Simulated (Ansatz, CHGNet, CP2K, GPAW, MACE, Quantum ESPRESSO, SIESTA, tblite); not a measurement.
# Running random packing of Sn (61 atoms) with SIESTA, part 2 of 2

How do the settings of SIESTA change the result for random packing of Sn (61 atoms)? A plane-wave run serves as the yardstick.

Program: SIESTA 5.4.2; the method stands at each step. Banners, paths, timers and routine set-up lines are dropped from the logs unmarked, and long logs keep their key lines alone; longer cuts are marked. The potentials were converted by us to PSML.

So far. Step 2 (PBE, DZP, shift 0.01 Ry, mesh 300 Ry): Forces lie 16 % from the reference's, at 0.39 times its CPU time (on 2 against 4 cores). Step 3 (PBE, SZP, shift 0.01 Ry, mesh 300 Ry): Against the first run (16 %), the force difference from the reference is 32 %, at 0.74 times the CPU time (on 1 against 2 cores), with 854 basis functions against 1098: the smaller basis costs accuracy.

### 4. PBE, DZ, shift 0.01 Ry, mesh 300 Ry

Method: Kohn-Sham DFT, PBE, PseudoDojo 0.4.1 norm-conserving pseudopotentials (converted to PSML), numerical atomic orbitals (DZ), diagonalisation.

input.fdf

```
SystemLabel cell
NumberOfAtoms 61
NumberOfSpecies 1
%block ChemicalSpeciesLabel
  1 50 Sn
%endblock ChemicalSpeciesLabel
LatticeConstant 1.0 Ang
%block LatticeVectors
  11.91370 0.00000 0.00000
  0.00000 11.91370 0.00000
  0.00000 0.00000 11.91370
%endblock LatticeVectors
PAO.BasisSize DZ
PAO.EnergyShift 0.01 Ry
XC.Functional GGA
XC.Authors PBE
MeshCutoff 300 Ry
%block kgrid_Monkhorst_Pack
  1 0 0 0.0
  0 1 0 0.0
  0 0 1 0.0
%endblock kgrid_Monkhorst_Pack
SolutionMethod diagon
OccupationFunction FD
ElectronicTemperature 580 K
SCF.Mixer.Method Pulay
SCF.Mixer.Weight 0.05
SCF.Mixer.History 8
SCF.Mix Hamiltonian
MaxSCFIterations 300
SCF.DM.Tolerance 1e-04
SCF.H.Tolerance 1.0e-3 eV
WriteForces T
Write.HirshfeldPop T
Write.VoronoiPop T
Write.DM F
Write.H F
XML.Write F
AtomicCoordinatesFormat Fractional
%block AtomicCoordinatesAndAtomicSpecies
[... 61 atom lines left out: the same atoms as in the first run ...]
%endblock AtomicCoordinatesAndAtomicSpecies
```

The run is started by

```sh
> OMP_NUM_THREADS=1 siesta < input.fdf > output.txt
```

The log of the run:

```text
Version         : 5.4.2
reinit: System Name:
reinit: System Label: cell
initatom: Reading input for the pseudopotentials and atomic orbitals ----------
Species number:   1 Atomic number:   50 Label: Sn
Ground state valence configuration (from tables):   5s02  5p02  5d00  4f00
---- Processing specs for species: Sn
GGA--PBE XC_GGA_X_PBE--XC_GGA_C_PBE pb
Semicore shell(s) with 10 electrons included in the valence for Sn
Semicore shell(s): 4d
Sn pseudopotential only contains V_ls up to l=2 -- lmxkb reset.
Using PAO.SplitTailNorm
%block ChemicalSpeciesLabel
    1   50 Sn                      # Species index, atomic number, species label
%endblock ChemicalSpeciesLabel
%block PAO.Basis                 # Define Basis set
[... lines left out ...]
Total number of electrons:   854.000000
[... lines left out ...]
stepf: Fermi-Dirac step function
        iscf     Eharris(eV)        E_KS(eV)     FreeEng(eV)     dDmax    Ef(eV) dHmax(eV)
[... lines left out ...]
SCF Convergence by DM+H criterion
[... lines left out ...]
SCF cycle converged after 19 iterations
[... lines left out ...]
   Max    4.532906
[... lines left out ...]
   Max    4.532906    constrained
Stress tensor Voigt[x,y,z,yz,xz,xy] (kbar):     -153.07     -149.65     -162.00        0.39       27.13       35.11
[... lines left out ...]
siesta: Program's energy decomposition (eV):
siesta: Ebs     =    -16897.269320
siesta: Eions   =    143261.623240
siesta: Ena     =      7458.251507
siesta: Ekin    =     78686.198520
siesta: Enl     =    -37170.325367
siesta: DEna    =       353.019925
siesta: DUscf   =         5.910587
siesta: Ex      =    -34647.061735
siesta: Ec      =     -2100.513005
siesta: Exc     =    -36747.574740
siesta: Eharris =   -130676.142804
siesta: Etot    =   -130676.142808
siesta: FreeEng =   -130676.439325
siesta: Final energy (eV):
siesta:  Band Struct. =  -16897.269320
siesta:       Kinetic =   78686.198520
siesta:       Hartree =   33907.740140
siesta:         Exch. =  -34647.061735
siesta:         Corr. =   -2100.513005
siesta:   Exch.-corr. =  -36747.574740
siesta:  Ion-electron = -142333.011422
siesta:       Ion-ion =  -64189.495306
siesta:         Total = -130676.142808
siesta:         Fermi =      -3.229444
siesta: Stress tensor (static) (eV/Ang**3):
siesta:    -0.095537    0.021913    0.016936
siesta:     0.021913   -0.093406    0.000243
siesta:     0.016936    0.000243   -0.101113
siesta: Cell volume =       1690.985874 Ang**3
siesta: Pressure (static):
siesta:                Solid            Molecule  Units
siesta:           0.00105304          0.00109858  Ry/Bohr**3
siesta:           0.09668546          0.10086664  eV/Ang**3
siesta:         154.90718090        161.60617545  kBar
    Orbital volume contribution        =          40.946839 eV
    (Free)E + p_basis*V_orbitals       =     -130635.492486 eV
    (Free)Eharris+ p_basis*V_orbitals  =     -130635.492481 eV
Hirshfeld Atomic Populations:
Atom #   charge [q] valence [e]  Species
     1     0.005143   13.994857  Sn
     2     0.020863   13.979137  Sn
     3    -0.023163   14.023163  Sn
[...]
--------------------
 Total     0.000037
Voronoi Atomic Populations:
Atom #   charge [q] valence [e]  Species
[...]
60    -0.025592   14.025592  Sn
    61     0.000516   13.999484  Sn
--------------------
 Total     0.000036
```

Elapsed: 2.4 min, on 1 thread of Arm Neoverse V2, shared host; peak memory 0.96 GiB.

Against the reference:

```
r.m.s. force component                  : 1.408 eV/Å
r.m.s. difference of force components   : 289.2 meV/Å
longest difference of force vectors     : 1050 meV/Å
force difference over r.m.s. force      : 24.41 %
slope of forces against the reference's : 1.176
correlation of force components         : 0.9898
pressure                                : 15.49 GPa
pressure difference                     : 0.622 GPa
```

This is a coarse setting, run to see what it loses.

Against the first run (16 %), the force difference from the reference is 24 %, at 0.40 times the CPU time (on 1 against 2 cores), with 793 basis functions against 1098: the smaller basis costs accuracy.

### 5. PBE, DZP, shift 0.005 Ry, mesh 300 Ry

Method: Kohn-Sham DFT, PBE, PseudoDojo 0.4.1 norm-conserving pseudopotentials (converted to PSML), numerical atomic orbitals (DZP), diagonalisation.

Changes to input.fdf since step 4:

```diff
@@ -12,4 +12,4 @@
 %endblock LatticeVectors
-PAO.BasisSize DZ
-PAO.EnergyShift 0.01 Ry
+PAO.BasisSize DZP
+PAO.EnergyShift 0.005 Ry
 XC.Functional GGA
```

The run is started by

```sh
> OMP_NUM_THREADS=1 mpirun -np 2 siesta < input.fdf > output.txt
```

The log of the run:

```text
Version         : 5.4.2
reinit: System Name:
reinit: System Label: cell
initatom: Reading input for the pseudopotentials and atomic orbitals ----------
Species number:   1 Atomic number:   50 Label: Sn
Ground state valence configuration (from tables):   5s02  5p02  5d00  4f00
---- Processing specs for species: Sn
GGA--PBE XC_GGA_X_PBE--XC_GGA_C_PBE pb
Semicore shell(s) with 10 electrons included in the valence for Sn
Semicore shell(s): 4d
Fallback to non-perturbative polarization scheme for Sn
Please see the manual if this is not desired in principle
Sn pseudopotential only contains V_ls up to l=2 -- lmxkb reset.
Using PAO.SplitTailNorm
%block ChemicalSpeciesLabel
    1   50 Sn                      # Species index, atomic number, species label
%endblock ChemicalSpeciesLabel
[... lines left out ...]
Total number of electrons:   854.000000
[... lines left out ...]
stepf: Fermi-Dirac step function
        iscf     Eharris(eV)        E_KS(eV)     FreeEng(eV)     dDmax    Ef(eV) dHmax(eV)
[... lines left out ...]
SCF Convergence by DM+H criterion
[... lines left out ...]
SCF cycle converged after 18 iterations
[... lines left out ...]
   Max    4.372733
[... lines left out ...]
   Max    4.372733    constrained
Stress tensor Voigt[x,y,z,yz,xz,xy] (kbar):     -162.69     -161.49     -171.48       -0.90       26.49       32.31
[... lines left out ...]
siesta: Program's energy decomposition (eV):
siesta: Ebs     =    -17953.836024
siesta: Eions   =    143261.623233
siesta: Ena     =      7656.431461
siesta: Ekin    =     77745.053683
siesta: Enl     =    -36725.544385
siesta: DEna    =       458.749317
siesta: DUscf   =         8.298513
siesta: Ex      =    -34518.057168
siesta: Ec      =     -2098.997383
siesta: Exc     =    -36617.054550
siesta: Eharris =   -130735.689188
siesta: Etot    =   -130735.689194
siesta: FreeEng =   -130735.991867
siesta: Final energy (eV):
siesta:  Band Struct. =  -17953.836024
siesta:       Kinetic =   77745.053683
siesta:       Hartree =   33381.201136
siesta:         Exch. =  -34518.057168
siesta:         Corr. =   -2098.997383
siesta:   Exch.-corr. =  -36617.054550
siesta:  Ion-electron = -141537.533126
siesta:       Ion-ion =  -63707.356336
siesta:         Total = -130735.689194
siesta:         Fermi =      -3.963379
siesta: Stress tensor (static) (eV/Ang**3):
siesta:    -0.101544    0.020164    0.016533
siesta:     0.020164   -0.100795   -0.000561
siesta:     0.016533   -0.000561   -0.107027
siesta: Cell volume =       1690.985874 Ang**3
siesta: Pressure (static):
siesta:                Solid            Molecule  Units
siesta:           0.00112314          0.00115485  Ry/Bohr**3
siesta:           0.10312217          0.10603330  eV/Ang**3
siesta:         165.21993170        169.88408105  kBar
    Orbital volume contribution        =          77.159981 eV
    (Free)E + p_basis*V_orbitals       =     -130658.831886 eV
    (Free)Eharris+ p_basis*V_orbitals  =     -130658.831881 eV
Hirshfeld Atomic Populations:
Atom #   charge [q] valence [e]  Species
     1    -0.005478   14.005478  Sn
     2     0.018217   13.981783  Sn
     3    -0.013443   14.013443  Sn
[...]
--------------------
 Total    -0.000001
Voronoi Atomic Populations:
Atom #   charge [q] valence [e]  Species
[...]
60    -0.001902   14.001902  Sn
    61     0.002679   13.997321  Sn
--------------------
 Total    -0.000001
```

Run time: 4.4 min. Hardware: 2 MPI ranks; peak memory 2.1 GiB.

Compared with the plane-wave run:

```
r.m.s. force component                  : 1.327 eV/Å
r.m.s. difference of force components   : 155.6 meV/Å
longest difference of force vectors     : 563 meV/Å
force difference over r.m.s. force      : 13.13 %
slope of forces against the reference's : 1.119
correlation of force components         : 0.9987
pressure                                : 16.52 GPa
pressure difference                     : 1.653 GPa
```

Against the first run (16 %), the force difference from the reference is 13 %, at 1.5 times the CPU time.

### 6. revPBE, PBE potentials, DZP, shift 0.01 Ry, mesh 300 Ry

Method: Kohn-Sham DFT, revPBE, PseudoDojo 0.4.1 norm-conserving pseudopotentials (converted to PSML), numerical atomic orbitals (DZP), diagonalisation.

Changes to input.fdf since step 5:

```diff
@@ -13,5 +13,5 @@
 PAO.BasisSize DZP
-PAO.EnergyShift 0.005 Ry
+PAO.EnergyShift 0.01 Ry
 XC.Functional GGA
-XC.Authors PBE
+XC.Authors revPBE
 MeshCutoff 300 Ry
```

The log of the run:

```text
Version         : 5.4.2
reinit: System Name:
reinit: System Label: cell
initatom: Reading input for the pseudopotentials and atomic orbitals ----------
Species number:   1 Atomic number:   50 Label: Sn
Ground state valence configuration (from tables):   5s02  5p02  5d00  4f00
---- Processing specs for species: Sn
GGA--PBE XC_GGA_X_PBE--XC_GGA_C_PBE pb
Semicore shell(s) with 10 electrons included in the valence for Sn
Semicore shell(s): 4d
Fallback to non-perturbative polarization scheme for Sn
Please see the manual if this is not desired in principle
Sn pseudopotential only contains V_ls up to l=2 -- lmxkb reset.
Using PAO.SplitTailNorm
%block ChemicalSpeciesLabel
    1   50 Sn                      # Species index, atomic number, species label
%endblock ChemicalSpeciesLabel
[... lines left out ...]
Total number of electrons:   854.000000
[... lines left out ...]
stepf: Fermi-Dirac step function
        iscf     Eharris(eV)        E_KS(eV)     FreeEng(eV)     dDmax    Ef(eV) dHmax(eV)
[... lines left out ...]
SCF Convergence by DM+H criterion
[... lines left out ...]
SCF cycle converged after 19 iterations
[... lines left out ...]
   Max    4.599277
[... lines left out ...]
   Max    4.599277    constrained
Stress tensor Voigt[x,y,z,yz,xz,xy] (kbar):     -172.34     -171.41     -182.46       -0.97       27.21       34.24
[... lines left out ...]
siesta: Program's energy decomposition (eV):
siesta: Ebs     =    -17353.341120
siesta: Eions   =    143261.623232
siesta: Ena     =      7431.054658
siesta: Ekin    =     77896.267524
siesta: Enl     =    -36798.183883
siesta: DEna    =       637.587331
siesta: DUscf   =        15.323175
siesta: Ex      =    -34585.860645
siesta: Ec      =     -2099.364153
siesta: Exc     =    -36685.224798
siesta: Eharris =   -130764.799227
siesta: Etot    =   -130764.799226
siesta: FreeEng =   -130765.101500
siesta: Final energy (eV):
siesta:  Band Struct. =  -17353.341120
siesta:       Kinetic =   77896.267524
siesta:       Hartree =   33454.752893
siesta:         Exch. =  -34585.860645
siesta:         Corr. =   -2099.364153
siesta:   Exch.-corr. =  -36685.224798
siesta:  Ion-electron = -141235.977612
siesta:       Ion-ion =  -64194.617232
siesta:         Total = -130764.799226
siesta:         Fermi =      -3.294682
siesta: Stress tensor (static) (eV/Ang**3):
siesta:    -0.107565    0.021371    0.016985
siesta:     0.021371   -0.106983   -0.000606
siesta:     0.016985   -0.000606   -0.113882
siesta: Cell volume =       1690.985874 Ang**3
siesta: Pressure (static):
siesta:                Solid            Molecule  Units
siesta:           0.00119235          0.00121946  Ry/Bohr**3
siesta:           0.10947693          0.11196569  eV/Ang**3
siesta:         175.40137430        179.38880477  kBar
    Orbital volume contribution        =          60.683177 eV
    (Free)E + p_basis*V_orbitals       =     -130704.418323 eV
    (Free)Eharris+ p_basis*V_orbitals  =     -130704.418324 eV
Hirshfeld Atomic Populations:
Atom #   charge [q] valence [e]  Species
     1    -0.001191   14.001191  Sn
     2     0.014695   13.985305  Sn
     3    -0.017477   14.017477  Sn
[...]
--------------------
 Total     0.000061
Voronoi Atomic Populations:
Atom #   charge [q] valence [e]  Species
[...]
60    -0.011471   14.011471  Sn
    61     0.001886   13.998114  Sn
--------------------
 Total     0.000060
```

Elapsed: 3.2 min, on 2 MPI ranks; peak memory 1.8 GiB.

Against the reference:

```yaml
r_m_s_force_component: 1.381 eV/Å
r_m_s_difference_of_force_components: 215.9 meV/Å
longest_difference_of_force_vectors: 800 meV/Å
force_difference_over_r_m_s_force: 18.22 %
slope_of_forces_against_the_reference_s: 1.163
correlation_of_force_components: 0.9975
pressure: 17.54 GPa
pressure_difference: 2.671 GPa
```

Against the first run (16 %), the force difference from the reference is 18 %, at 1.0 times the CPU time; the model has changed, so this is no error of the program alone.

### 7. All runs compared

Differences are against the plane-wave reference, forces as r.m.s. over components; share is that over the reference's r.m.s. force, slope the least-squares factor from reference forces to these. Total energies of different programs have different zeros and aren't compared.

| run | Δ force, r.m.s. (meV/Å) | share (%) | slope | Δ pressure (GPa) | cores | CPU time | memory (GiB) |
| --- | --- | --- | --- | --- | --- | --- | --- |
| reference | - | - | - | - | 4 | 15 min | 4.9 |
| SIESTA PBE, DZP, shift 0.01 Ry, mesh 300 Ry | 192 | 16.2 | 1.142 | 1.58 | 2 | 6 min | 1.8 |
| SIESTA PBE, SZP, shift 0.01 Ry, mesh 300 Ry (coarse) | 376 | 31.8 | 1.291 | 3.01 | 1 | 4.5 min | 1.3 |
| SIESTA PBE, DZ, shift 0.01 Ry, mesh 300 Ry (coarse) | 289 | 24.4 | 1.176 | 0.622 | 1 | 2.4 min | 0.96 |
| SIESTA PBE, DZP, shift 0.005 Ry, mesh 300 Ry | 156 | 13.1 | 1.119 | 1.65 | 2 | 8.9 min | 2.1 |
| SIESTA revPBE, PBE potentials, DZP, shift 0.01 Ry, mesh 300 Ry | 216 | 18.2 | 1.163 | 2.67 | 2 | 6.3 min | 1.8 |

Rows marked coarse were listed beforehand as settings not expected to be converged; some can still land near the reference.

CPU time is summed over cores on a shared host, where runs went side by side, so it is rough. Symmetry, cutoffs, thresholds, outputs and thread counts weren't matched or tuned between programs; memory under MPI is the largest rank's times the ranks.

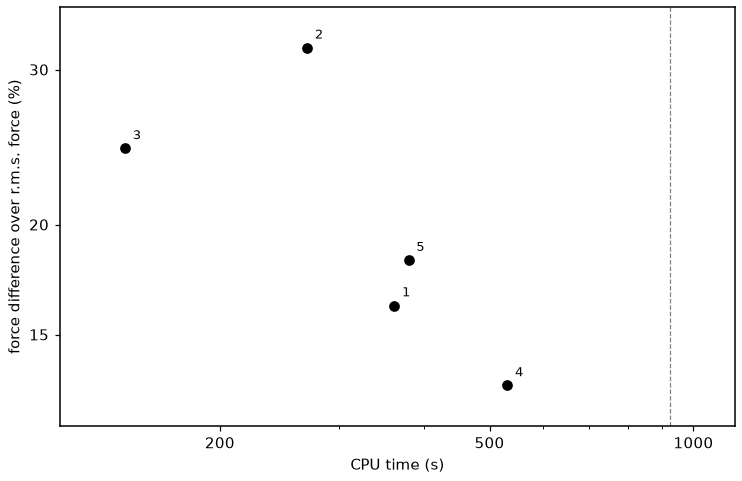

Force difference against CPU time; the dashed line marks the reference's time. Points: 1 SIESTA PBE, DZP, shift 0.01 Ry, mesh 300 Ry; 2 SIESTA PBE, SZP, shift 0.01 Ry, mesh 300 Ry; 3 SIESTA PBE, DZ, shift 0.01 Ry, mesh 300 Ry; 4 SIESTA PBE, DZP, shift 0.005 Ry, mesh 300 Ry; 5 SIESTA revPBE, PBE potentials, DZP, shift 0.01 Ry, mesh 300 Ry.

### 8. What came out

```
nearest in forces : SIESTA PBE, DZP, shift 0.005 Ry, mesh 300 Ry, 13 %
its CPU time      : 8.9 min
```

**Reading.** The PBE runs in local orbitals, coarse settings apart, differ by 13 % (SIESTA PBE, DZP, shift 0.005 Ry, mesh 300 Ry) to 16 % (SIESTA PBE, DZP, shift 0.01 Ry, mesh 300 Ry); basis, grid and potentials can all enter. Rows with another functional or a dispersion term differ by 18 % (SIESTA revPBE, PBE potentials, DZP, shift 0.01 Ry, mesh 300 Ry), which mixes the change of model with differences of basis and potentials, some of them made for another functional. Runs with settings chosen to be coarse differ by 24 % (SIESTA PBE, DZ, shift 0.01 Ry, mesh 300 Ry) to 32 % (SIESTA PBE, SZP, shift 0.01 Ry, mesh 300 Ry), their programs' other errors included. Of the electronic-structure runs that take under half the reference's CPU time, SIESTA PBE, DZP, shift 0.01 Ry, mesh 300 Ry comes nearest, at 16 % in 6 min against 15 min; its pressure misses by +1.6 GPa. SIESTA PBE, SZP, shift 0.01 Ry, mesh 300 Ry stiffens the forces by a factor of 1.29 while following their directions (correlation 0.995); the slopes of the 5 SIESTA runs lie between 1.12 and 1.29. In pressure, SIESTA PBE, SZP, shift 0.01 Ry, mesh 300 Ry misses by +3.0 GPa, at the same functional. The reference's pressure holds the uncorrected Pulay stress of its 45 Ry basis, so small pressure differences, and their order, may be the reference's own error. The reference's pressure of 15 GPa says that the cell would expand at this level of theory. The electronic-structure runs sample only Γ, in a cell whose shortest periodic width is 12 Å, which is coarse for a cell with partly filled levels.

[Also dropped from logs without a mark: logging warnings of Python, and SIESTA's first energy breakdown and zero terms.]

[Logs are printed without paths, hosts, clocks, repeated set-up lines and the standing remarks that a program may print on its own settings, such as how far it seeks lower states.]

[Hosts, paths, dates, database ids (printed as entryN), source tags and the programs' standing remarks are cut or masked in the printed files.]
